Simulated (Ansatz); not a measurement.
# SnOs (hypothetical, Pm-3m): a volume series of phonon spectra

Which modes of SnOs (hypothetical) drive its thermal expansion? The crystal structure is hypothetical: it was made by swapping elements on a known structure type.

Method: DFT PBE, scalar-relativistic, plane waves, PAW, in Ansatz 0.2.0.

## (1) The structure

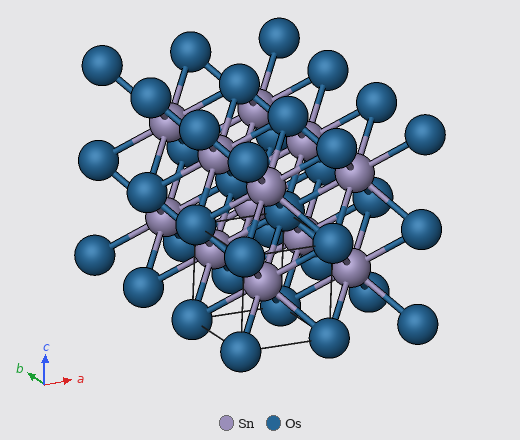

The starting structure, seen slightly off an axis (tin purple, osmium blue). 2×3×2 cells are drawn. Some periodic images of atoms are drawn too.

## (2) Probe on a coarse mesh

Before spending time, one coarse run tells the gap and the pressure of the starting cell.

input.yaml

```yaml
crystal:
  lattice:
    - [2.92291, 0.0, 0.0]
    - [0.0, 2.92291, 0.0]
    - [0.0, 0.0, 2.92291]
  atoms:
    - { symbol: Sn, position: [0.5, 0.5, 0.5] }
    - { symbol: Os, position: [0.0, 0.0, 0.0] }
kpoints:
  mp_grid: { grid: [6, 6, 6] }
hamiltonian:
  xc: pbe
scf:
  occupations: { method: gaussian, width: 0.1 }
output:
  forces: true
  stress: true
  eigenvalues: true
```

On the command line:

```console
> ansatz run input.yaml --threads 4 --pin off --max-ram 8192MiB --backend cpu --events-out ev --progress --plain --runs-dir out
```

Numbers of over 12 decimals in the logs are rounded to 6 here.

The program printed:

```text
Engine: ansatz 0.2.0, aarch64-unknown-linux-gnu
Pseudopotentials: kind: paw
Pseudopotential: Sn, paw, valence charge 14, recommended cutoff 420 eV (normal), Sn.paw.azcp
Pseudopotential: Os, paw, valence charge 16, recommended cutoff 420 eV (normal), Os.paw.azcp
Functional definition: PBE
  parameter kappa = 0.804
  parameter beta = 0.066725
  exchange = pbe_x(kappa = kappa, mu = beta*pi^2/3)
  correlation = pbe_c(beta = beta)
Crystal: 2 atoms, lattice volume = 24.972 Å³
Basis set: ecut = 420 eV, 461 PW (Γ), exchange–correlation on 40×40×40 points (8 copies of the dense FFT grid, shifted against one another)
Bands: 19, of which v1, the nominal top of the filled ones, is band 15 counted from 1 (14 counted from 0)
Symmetry: 48 space group operations
Space group: Pm-3m (ITA 221), of the structure as read, at distance tolerance 2.9e-5 Å
k-points: 20 of 216
Non-local potential: Sn, projectors of the file, l = 0: 2, l = 1: 2, l = 2: 2, l = 3: 2
Non-local potential: Os, projectors of the file, l = 0: 3, l = 1: 2, l = 2: 2, l = 3: 1
PAW form: soft (Blöchl's): semilocal exchange-correlation on the pseudo side does not see the compensation charge
PAW one-centre angular grid: Sn, 590 points (default); XC on 64 Gauss nodes
PAW one-centre angular grid: Os, 590 points (default); XC on 64 Gauss nodes
Initial density: superposition of atomic densities (neutral atoms: chi_scale 0, normalization atom), corrected by the library's trained network
Initial wavefunctions: pseudopotential atomic-orbital guess
Functional: x = pbe(κ = 0.804, μ = 0.219515), c = pbe(β = 0.066725)
SCF iter   1: F=—  HF=-17404.874352 eV  |F-HF|=—  |Δ(HF+E_count)|=         —  Δρ=1.59e-2  dr2=8.38e-2  ethr=1.77e-3  ⟨swp⟩=5.5  Hψ=1702  notcnv=0
preconditioner: auto → none  [insulator: Δε(μ)=0.487 eV  Ē_g=18.809 eV  σ=0.100 eV  W_gap=0.89  n_scr=6 (ndim 8)  ℏωp=34.9 eV  f_vac=0.000  D(μ)=0.51/eV (n_scr^D=0)  ε∞_Penn≈4.4]
SCF iter   2: F=—  HF=-17404.856534 eV  |F-HF|=—  |Δ(HF+E_count)|=   1.78e-2  Δρ=9.01e-3  dr2=2.64e-2  ethr=2.79e-4  ⟨swp⟩=2.1  Hψ=714  notcnv=0
SCF iter   3: F=—  HF=-17404.849197 eV  |F-HF|=—  |Δ(HF+E_count)|=   7.34e-3  Δρ=2.80e-3  dr2=6.84e-4  ethr=8.80e-5  ⟨swp⟩=2.1  Hψ=579  notcnv=0
SCF iter   4: F=—  HF=-17404.849066 eV  |F-HF|=—  |Δ(HF+E_count)|=   1.31e-4  Δρ=5.24e-4  dr2=8.47e-5  ethr=2.28e-6  ⟨swp⟩=2.2  Hψ=483  notcnv=0
SCF iter   5: F=—  HF=-17404.849013 eV  |F-HF|=—  |Δ(HF+E_count)|=   5.32e-5  Δρ=1.16e-4  dr2=4.93e-6  ethr=2.82e-7  ⟨swp⟩=2.1  Hψ=575  notcnv=0
SCF iter   6: F=—  HF=-17404.849011 eV  |F-HF|=—  |Δ(HF+E_count)|=   1.36e-6  Δρ=2.81e-5  dr2=2.67e-7  ethr=1.64e-8  ⟨swp⟩=2.0  Hψ=494  notcnv=0
SCF iter   7: F=-17404.849011 eV  HF=-17404.849011 eV  |F-HF|=3.55e-9  |Δ(HF+E_count)|=   7.39e-8  Δρ=3.45e-6  dr2=3.87e-9  ethr=3.33e-10  ⟨swp⟩=5.1  Hψ=1410  notcnv=0
SCF 1 converged in 7 iterations: F = -17404.849011 eV  dr2 = 3.87e-9
  greatest PAW one-centre occupation: 1.000 electrons in one spin orbital (limit 2), on the Os atom at site 1 (counted from 0), in its partial waves of l = 0
SCF converged after 7 iterations
Free energy (F): -17404.849011 eV
Harris-Foulkes:  -17404.849011 eV  (|F-HF|=3.55e-9)
Internal energy: -17404.846260 eV  (E = F + TS)
E sigma→0 (E₀):  -17404.847635 eV
Entropy (-TS):   -0.002752 eV (-1.376 meV/atom)
Fermi energy:    29.481236 eV
--- Per-component energies (eV) ---
  E_band       = 120.559296
  E_kinetic    = 782.355608
  E_local      = -934.367247  (includes V_loc(G=0)·N_el)
  E_nonlocal   = -29.523779
  E_hartree    = 636.514345
  E_xc         = -659.229590
  E_vxc        = -393.930631  (∫ρ·V_xc dr)
  E_paw        = -13156.634331  (= ΣΔE_a)
  E_vpaw       = -577.003974  (= ΣTr[D̂ρ^β])
  E_aug_tail   = -0.000088  (compensation charges beyond the density's cutoff)
  E_ewald      = -4043.961179
  E_smearing   = -0.002752  (= −TS)
  E_closure    = 0.000000  (closes the sum)
  Σ components = -17404.849011   (vs F -17404.849011, Δ=0.00e0)
--- Forces (eV/Å), atoms counted from 1 ---
  atom   1  Sn     0.00000000    -0.00000000     0.00000000
  atom   2  Os    -0.00000000     0.00000000     0.00000000
  max |Σ_I F_I| component: 9.33e-30 eV/Å
--- Stress (GPa, compression-positive) ---
      138.650416       0.000000       0.000000
        0.000000     138.650416      -0.000000
        0.000000      -0.000000     138.650416
  P = ⅓ Tr σ = 138.6504 GPa (1386.504 kbar)
--- Band table (eV; the first three rows and the last of 20) ---
  k-point 0: bands = [... 11 lower, 22.7459, 27.8114, 27.8114, 27.8114, 31.4815, 31.4815, 31.4815, 40.3287]
  k-point 1: bands = [... 11 lower, 22.7550, 26.4026, 26.4026, 27.7410, 29.7170, 33.5153, 33.5153, 39.2110]
  k-point 2: bands = [... 11 lower, 22.7732, 24.8289, 24.8289, 27.6015, 29.0378, 37.0138, 37.0138, 37.1536]
  k-point 19: bands = [... 11 lower, 20.0215, 26.0649, 29.7965, 29.7965, 32.0034, 32.0034, 32.0034, 34.9555]
```

The job ended after 0.31 s (4 threads of Arm Neoverse V2, shared host; peak memory 0.28 GiB).

In the SCF lines HF is the Harris–Foulkes energy and dr2 the Hartree energy of the density residual, in eV; the loop may stop once dr2 is under the threshold and the program's other checks hold. Hψ counts applications of the Hamiltonian.

Numbers from this step:

```
pressure          : 138.7 GPa
volume per atom   : 12.49 Å³
gap on the k-mesh : 0 eV
```

The start is under 139 GPa at this level and looks like a metal on this mesh.

## (3) A loose first relaxation

The start is far from rest, so a relaxation with loose thresholds first brings it near the minimum.

input.yaml, as its differences from that of step 2:

```diff
@@ -18 +18,6 @@
   eigenvalues: true
+relax:
+  adjacent_minimum: "off"
+  f_tol: 0.05
+  max_steps: 80
+  cell: { stress_tol: 0.5 }
```

The program printed:

```text
[...]
Crystal: 2 atoms, lattice volume = 24.972 Å³
Basis set: ecut = 420 eV, 461 PW (Γ), exchange–correlation on 40×40×40 points (8 copies of the dense FFT grid, shifted against one another)
Bands: 19, of which v1, the nominal top of the filled ones, is band 15 counted from 1 (14 counted from 0)
Symmetry: 48 space group operations
[...]
k-points: 20 of 216
[...]
SCF iter   1: F=—  HF=-17404.874352 eV  |F-HF|=—  |Δ(HF+E_count)|=         —  Δρ=1.59e-2  dr2=8.38e-2  ethr=1.77e-3  ⟨swp⟩=5.5  Hψ=1702  notcnv=0
[...]
SCF iter   7: F=-17404.849011 eV  HF=-17404.849011 eV  |F-HF|=3.55e-9  |Δ(HF+E_count)|=   7.39e-8  Δρ=3.45e-6  dr2=3.87e-9  ethr=3.33e-10  ⟨swp⟩=5.1  Hψ=1410  notcnv=0
SCF 1 converged in 7 iterations: F = -17404.849011 eV  dr2 = 3.87e-9
[...]
relax step   1: F+E_penalty+E_count = -17404.84901125 eV  Δ(F+E_penalty+E_count) = +0.000e0 eV  max|allowed force component| = 2.334e-29 eV/Å  Δτ_max = 0.0000 Å  P = +138.650 GPa  Ω = 24.972 Å³  (7 SCF iters, dr2 threshold 1.00e-7 eV, accepted)
Crystal: 2 atoms, lattice volume = 28.805 Å³
Basis set: ecut = 420 eV, 587 PW (Γ), exchange–correlation on 40×40×40 points (8 copies of the dense FFT grid, shifted against one another)
[...]
iter 1 solved again at ethr=1.83e-4 eV; its pass at ethr=3.10e-3 eV (dr2=5.48e-2 eV) is discarded
[...]
SCF iter   6: F=-17407.052042 eV  HF=-17407.052042 eV  |F-HF|=4.04e-10  |Δ(HF+E_count)|=   3.95e-9  Δρ=2.37e-6  dr2=8.54e-10  ethr=2.32e-10  ⟨swp⟩=2.4  Hψ=1445  notcnv=0
SCF 2 converged in 6 iterations: F = -17407.052042 eV  dr2 = 8.54e-10
relax step   2: F+E_penalty+E_count = -17407.05204232 eV  Δ(F+E_penalty+E_count) = -2.203e0 eV  max|allowed force component| = 3.484e-30 eV/Å  Δτ_max = 0.0000 Å  P = +55.505 GPa  Ω = 28.805 Å³  energy of the carried Pulay correction = -8.156e-3 eV  (6 SCF iters, dr2 threshold 2.00e-7 eV, accepted)
Crystal: 2 atoms, lattice volume = 32.082 Å³
Basis set: ecut = 420 eV, 619 PW (Γ), exchange–correlation on 40×40×40 points (8 copies of the dense FFT grid, shifted against one another)
[...]
SCF iter   6: F=-17407.752192 eV  HF=-17407.752192 eV  |F-HF|=4.40e-10  |Δ(HF+E_count)|=   1.03e-8  Δρ=1.28e-6  dr2=3.63e-10  ethr=8.20e-11  ⟨swp⟩=2.1  Hψ=1357  notcnv=0
SCF 3 converged in 6 iterations: F = -17407.752192 eV  dr2 = 3.63e-10
relax step   3: F+E_penalty+E_count = -17407.75219200 eV  Δ(F+E_penalty+E_count) = -7.001e-1 eV  max|allowed force component| = 3.471e-29 eV/Å  Δτ_max = 0.0000 Å  P = +17.016 GPa  Ω = 32.082 Å³  energy of the carried Pulay correction = -1.427e-2 eV  (6 SCF iters, dr2 threshold 2.00e-7 eV, accepted)
[...]
relax step   4: F+E_penalty+E_count = -17407.85639416 eV  Δ(F+E_penalty+E_count) = -1.042e-1 eV  max|allowed force component| = 3.123e-30 eV/Å  Δτ_max = 0.0000 Å  P = +3.801 GPa  Ω = 33.778 Å³  energy of the carried Pulay correction = -1.717e-2 eV  (6 SCF iters, dr2 threshold 2.00e-7 eV, accepted)
[...]
relax step   5: F+E_penalty+E_count = -17407.86229373 eV  Δ(F+E_penalty+E_count) = -5.900e-3 eV  max|allowed force component| = 1.538e-29 eV/Å  Δτ_max = 0.0000 Å  P = +0.001 GPa  Ω = 34.367 Å³  energy of the carried Pulay correction = -1.814e-2 eV  (6 SCF iters, dr2 threshold 2.00e-7 eV, accepted)
[...]
relax step   6: F+E_penalty+E_count = -17407.88666013 eV  Δ(F+E_penalty+E_count) = -2.437e-2 eV  max|allowed force component| = 6.968e-30 eV/Å  Δτ_max = 0.0000 Å  P = +0.888 GPa  Ω = 34.367 Å³  stress off target by 8.88e-1 GPa  SCF on the basis re-selected at this cell (its energy is not comparable with the rows above)  (6 SCF iters)
[...]
relax step   7: F+E_penalty+E_count = -17407.88697797 eV  Δ(F+E_penalty+E_count) = -3.178e-4 eV  max|allowed force component| = 3.629e-29 eV/Å  Δτ_max = 0.0000 Å  P = +0.071 GPa  Ω = 34.511 Å³  energy of the carried Pulay correction = -1.124e-4 eV  (6 SCF iters, dr2 threshold 2.00e-7 eV, accepted)
[...]
SCF iter   7: F=-17407.887053 eV  HF=-17407.887053 eV  |F-HF|=1.09e-11  |Δ(HF+E_count)|=  1.46e-11  Δρ=2.26e-9  dr2=1.22e-15  ethr=1.00e-12  ⟨swp⟩=1.0  Hψ=840  notcnv=0
SCF 8 converged in 7 iterations: F = -17407.887053 eV  dr2 = 1.22e-15
relax step   8: F+E_penalty+E_count = -17407.88705331 eV  Δ(F+E_penalty+E_count) = -7.534e-5 eV  max|allowed force component| = 1.998e-29 eV/Å  Δτ_max = 0.0000 Å  P = +0.069 GPa  Ω = 34.511 Å³  stress off target by 6.86e-2 GPa  SCF on the basis re-selected at this cell (its energy is not comparable with the rows above)  (7 SCF iters)
[...]
SCF converged after 7 iterations
Free energy (F): -17407.887053 eV
[...]
Internal energy: -17407.884302 eV  (E = F + TS)
E sigma→0 (E₀):  -17407.885678 eV
Entropy (-TS):   -0.002752 eV (-1.376 meV/atom)
Fermi energy:    19.960369 eV
[...]
--- Stress (GPa, compression-positive) ---
        0.068631       0.000000       0.000000
        0.000000       0.068631       0.000000
        0.000000       0.000000       0.068631
  P = ⅓ Tr σ = 0.0686 GPa (0.686 kbar)
--- Band table (eV; the first three rows and the last of 20) ---
  k-point 0: bands = [... 11 lower, 15.7939, 18.9644, 18.9644, 18.9644, 21.9091, 21.9091, 21.9091, 26.3170]
  k-point 1: bands = [... 11 lower, 15.8605, 18.1372, 18.1372, 18.9558, 20.1968, 23.2402, 23.2402, 27.6829]
  k-point 2: bands = [... 11 lower, 16.0018, 17.1557, 17.1557, 18.9384, 19.7230, 25.7734, 25.7734, 27.6239]
  k-point 19: bands = [... 11 lower, 13.7936, 16.0812, 20.2172, 20.2172, 22.1996, 22.1996, 22.1996, 23.6360]
--- Relaxed structure (6 steps of the walk, 6 accepted, 2 SCFs on fresh bases) ---
  F+E_penalty+E_count = -17407.88705331 eV   max|allowed force component| = 1.998e-29 eV/Å   (the final SCF, on the basis selected at the relaxed cell)
  cell:  # Å, volume = 34.5109 Å³
    - [3.255758, 0, 0]
    - [0, 3.255758, 0]
    - [0, 0, 3.255758]
  atoms:
    - { symbol: Sn, position: [0.500000, 0.500000, 0.500000] }
    - { symbol: Os, position: [0, 0, 0] }
```

Elapsed: 2.1 s, on 4 threads; peak memory 0.31 GiB.

The steps of the relaxation:

```csv
step,energy less that of the first step (eV),largest force component (eV/Å),pressure (GPa),volume (Å³)
1,0.0000,0.0000,138.65,24.97
2,-2.2030,0.0000,55.50,28.80
3,-2.9032,0.0000,17.02,32.08
4,-3.0074,0.0000,3.80,33.78
5,-3.0133,0.0000,0.00,34.37
6*,-3.0376,0.0000,0.89,34.37
7,-3.0380,0.0000,0.07,34.51
8*,-3.0380,0.0000,0.07,34.51
```

Relaxation steps marked * repeat the geometry before them on a plane-wave basis chosen anew for their cell, so energy and pressure can jump there.

The run keeps the 48 symmetry operations that it works with, so distortions that break them were not tested.

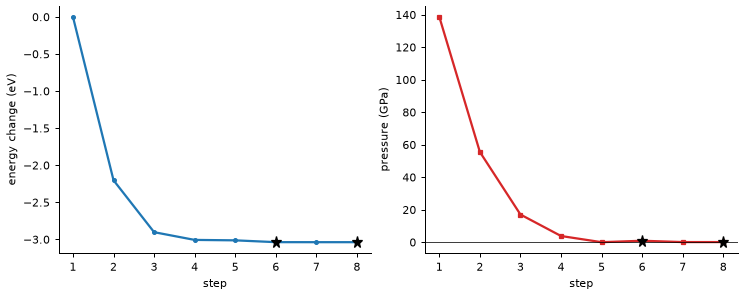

Energy and pressure along the relaxation. Stars mark steps on a basis chosen anew.

```csv
"conventional cell, symmetrised",before,after,change
a (Å),2.923,3.256,+11.4 %
b (Å),2.923,3.256,+11.4 %
c (Å),2.923,3.256,+11.4 %
volume (Å³/atom),12.49,17.26,+38.2 %
```

Final coordinates:

```
Sn Os
1.0
     3.25576    0.00000    0.00000
     0.00000    3.25576    0.00000
     0.00000    0.00000    3.25576
Sn Os
1 1
Direct
  0.50000 0.50000 0.50000
  0.00000 0.00000 0.00000
```

Numbers from this step:

- pressure: 0.06863 GPa
- volume per atom: 17.26 Å³

The relaxation ends with a pressure of 0.07 GPa.

## (4) Finding the static equilibrium

The vibrations must be taken about the equilibrium of this functional, not about the starting cell, so the structure is relaxed.

input.yaml

```yaml
crystal:
  lattice:
    - [3.2557581579, 0.0, 0.0]
    - [0.0, 3.2557581579, 0.0]
    - [0.0, 0.0, 3.2557581579]
  atoms:
    - { symbol: Sn, position: [0.5, 0.5, 0.5] }
    - { symbol: Os, position: [0.0, 0.0, 0.0] }
kpoints:
  mp_grid: { grid: [14, 14, 14] }
hamiltonian:
  xc: pbe
scf:
  occupations: { method: gaussian, width: 0.1 }
output:
  forces: true
  stress: true
  eigenvalues: true
  write_density: true
  write_potential: true
  elf: true
  volumetric_format: npy
relax:
  adjacent_minimum: "off"
  f_tol: 0.005
  max_steps: 80
  cell: { stress_tol: 0.05 }
```

The program printed:

```text
[...]
Crystal: 2 atoms, lattice volume = 34.511 Å³
Basis set: ecut = 420 eV, 691 PW (Γ), exchange–correlation on 48×48×48 points (8 copies of the dense FFT grid, shifted against one another)
Bands: 19, of which v1, the nominal top of the filled ones, is band 15 counted from 1 (14 counted from 0)
Symmetry: 48 space group operations
[...]
k-points: 120 of 2744
[...]
SCF iter   1: F=—  HF=-17407.866627 eV  |F-HF|=—  |Δ(HF+E_count)|=         —  Δρ=6.04e-3  dr2=2.30e-2  ethr=1.77e-3  ⟨swp⟩=5.5  Hψ=9682  notcnv=0
[...]
SCF iter   6: F=-17407.861178 eV  HF=-17407.861178 eV  |F-HF|=4.55e-10  |Δ(HF+E_count)|=   1.05e-8  Δρ=1.85e-6  dr2=8.39e-10  ethr=5.82e-11  ⟨swp⟩=5.5  Hψ=12166  notcnv=0
SCF 1 converged in 6 iterations: F = -17407.861178 eV  dr2 = 8.39e-10
[...]
relax step   1: F+E_penalty+E_count = -17407.86117778 eV  Δ(F+E_penalty+E_count) = +0.000e0 eV  max|allowed force component| = 1.712e-28 eV/Å  Δτ_max = 0.0000 Å  P = -0.425 GPa  Ω = 34.511 Å³  (6 SCF iters, dr2 threshold 1.00e-7 eV, accepted)
Crystal: 2 atoms, lattice volume = 34.247 Å³
[...]
SCF iter   6: F=-17407.860851 eV  HF=-17407.860851 eV  |F-HF|=0.00e0  |Δ(HF+E_count)|=  1.09e-11  Δρ=8.79e-8  dr2=1.47e-12  ethr=1.00e-12  ⟨swp⟩=4.5  Hψ=9737  notcnv=0
SCF 2 converged in 6 iterations: F = -17407.860851 eV  dr2 = 1.47e-12
relax step   2: F+E_penalty+E_count = -17407.86085094 eV  Δ(F+E_penalty+E_count) = +3.268e-4 eV  max|allowed force component| = 2.104e-30 eV/Å  Δτ_max = 0.0000 Å  P = +1.080 GPa  Ω = 34.247 Å³  energy of the carried Pulay correction = +2.017e-4 eV  (6 SCF iters, dr2 threshold 2.00e-7 eV, rejected (line search))
Crystal: 2 atoms, lattice volume = 34.436 Å³
[...]
SCF iter   6: F=-17407.861336 eV  HF=-17407.861336 eV  |F-HF|=3.64e-12  |Δ(HF+E_count)|=  3.64e-12  Δρ=6.28e-8  dr2=6.79e-13  ethr=1.00e-12  ⟨swp⟩=4.4  Hψ=9504  notcnv=0
SCF 3 converged in 6 iterations: F = -17407.861336 eV  dr2 = 6.79e-13
relax step   3: F+E_penalty+E_count = -17407.86133554 eV  Δ(F+E_penalty+E_count) = -1.578e-4 eV  max|allowed force component| = 3.879e-30 eV/Å  Δτ_max = 0.0000 Å  P = -0.005 GPa  Ω = 34.436 Å³  energy of the carried Pulay correction = +5.713e-5 eV  (6 SCF iters, accepted)
[...]
SCF iter   8: F=-17407.861266 eV  HF=-17407.861266 eV  |F-HF|=1.46e-11  |Δ(HF+E_count)|=  1.46e-11  Δρ=5.33e-10  dr2=8.80e-17  ethr=1.00e-12  ⟨swp⟩=2.2  Hψ=5760  notcnv=0
SCF 4 converged in 8 iterations: F = -17407.861266 eV  dr2 = 8.80e-17
relax step   4: F+E_penalty+E_count = -17407.86126631 eV  Δ(F+E_penalty+E_count) = +6.923e-5 eV  max|allowed force component| = 4.667e-30 eV/Å  Δτ_max = 0.0000 Å  P = -0.004 GPa  Ω = 34.436 Å³  stress off target by 3.85e-3 GPa  SCF on the basis re-selected at this cell (its energy is not comparable with the rows above)  (8 SCF iters)
basis re-selected at this cell: Δ(F+E_penalty+E_count) = +6.923e-5 eV, ΔP = +0.001 GPa vs the last step (what re-selecting the basis moved, of the pressure what is left beyond the Pulay correction that the steps carried, after the strain that the cell walked since its last selection, with what the two solves' SCF thresholds leave and, on support functions, any second-order correction that the steps lacked; it is no m [...]
SCF converged after 8 iterations
Free energy (F): -17407.861266 eV
[...]
Internal energy: -17407.858987 eV  (E = F + TS)
E sigma→0 (E₀):  -17407.860127 eV
Entropy (-TS):   -0.002279 eV (-1.139 meV/atom)
Fermi energy:    19.673334 eV
[...]
--- Stress (GPa, compression-positive) ---
       -0.003847       0.000000       0.000000
       -0.000000      -0.003847       0.000000
       -0.000000      -0.000000      -0.003847
  P = ⅓ Tr σ = -0.0038 GPa (-0.038 kbar)
--- Band table (eV; the first three rows and the last of 120) ---
  k-point 0: bands = [... 11 lower, 15.8470, 19.0287, 19.0287, 19.0287, 21.9551, 21.9551, 21.9551, 26.3936]
  k-point 1: bands = [... 11 lower, 15.8601, 18.8189, 18.8189, 19.0270, 21.4579, 22.2571, 22.2571, 26.8461]
  k-point 2: bands = [... 11 lower, 15.8972, 18.3616, 18.3616, 19.0221, 20.5274, 22.9921, 22.9921, 27.5754]
  k-point 119: bands = [... 11 lower, 13.8307, 16.1186, 20.2903, 20.2903, 22.2571, 22.2571, 22.2571, 23.7095]
--- Relaxed structure (3 steps of the walk, 2 accepted, 1 SCFs on fresh bases) ---
[...]
cell:  # Å, volume = 34.4361 Å³
    - [3.253403, 0, 0.0]
    - [0, 3.253403, 0.0]
    - [0.0, 0.0, 3.253403]
  atoms:
    - { symbol: Sn, position: [0.5, 0.5, 0.5] }
    - { symbol: Os, position: [0, 0, 0] }
```

Elapsed: 4.6 s, on 4 threads; peak memory 0.4 GiB.

Little changed from the start: no atom moved by 0.005 Å and no cell edge by 0.1 %.

This step gave:

```
pressure        : -0.003847 GPa
volume per atom : 17.22 Å³
```

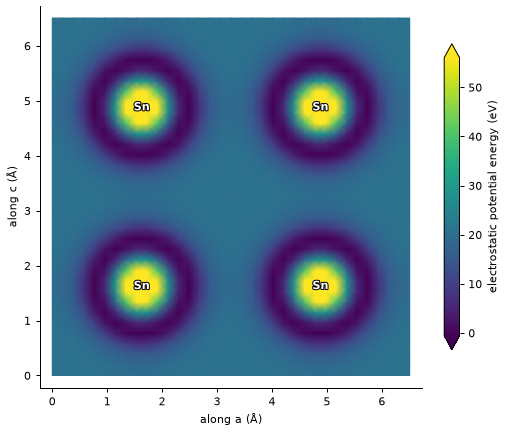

Electrostatic potential energy in the ac plane at fractional y = 0.500, with atoms of Sn within 0.2 Å of it. With pseudopotentials it is smooth inside the atoms' cores, unlike the true potential.

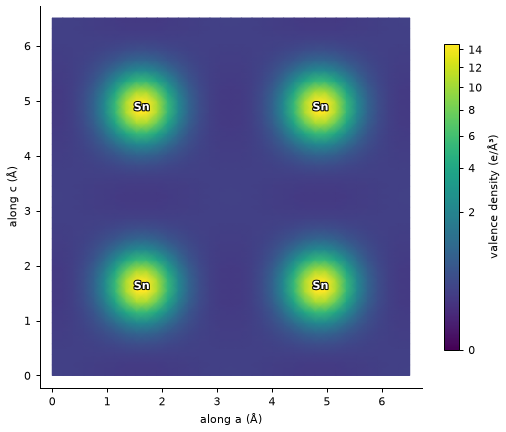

Valence density in the ac plane at fractional y = 0.500, with atoms of Sn within 0.2 Å of it. It is the smooth field of the valence electrons, not physical close to the nuclei. The colour scale is stretched toward low values.

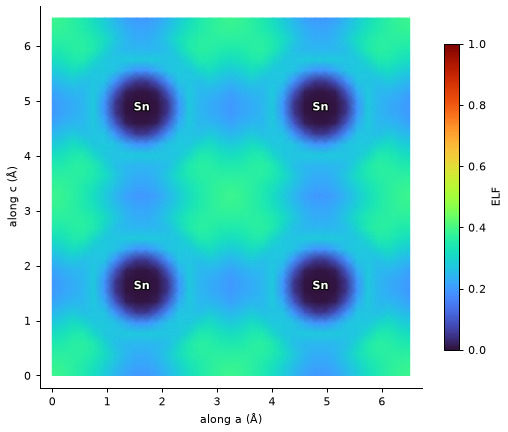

ELF in the ac plane at fractional y = 0.500, with atoms of Sn within 0.2 Å of it. It is the smooth field of the valence electrons, not physical close to the nuclei.

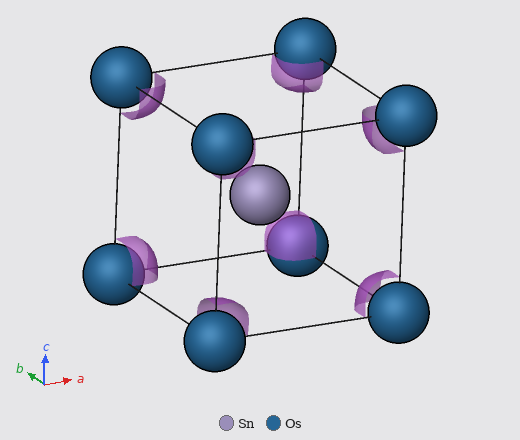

Surface of ELF = 0.63.

(Continued in part 2 of 4.)

[Logs are printed without paths, hosts, clocks, repeated set-up lines and the standing remarks that a program may print on its own settings, such as how far it seeks lower states.]

[Hosts, paths, dates, database ids (printed as entryN), source tags and the programs' standing remarks are cut or masked in the printed files.]

[A step with changed settings may run another functional than the one named; its input shows which.]

[Of the runs on displaced cells, only some may be shown.]
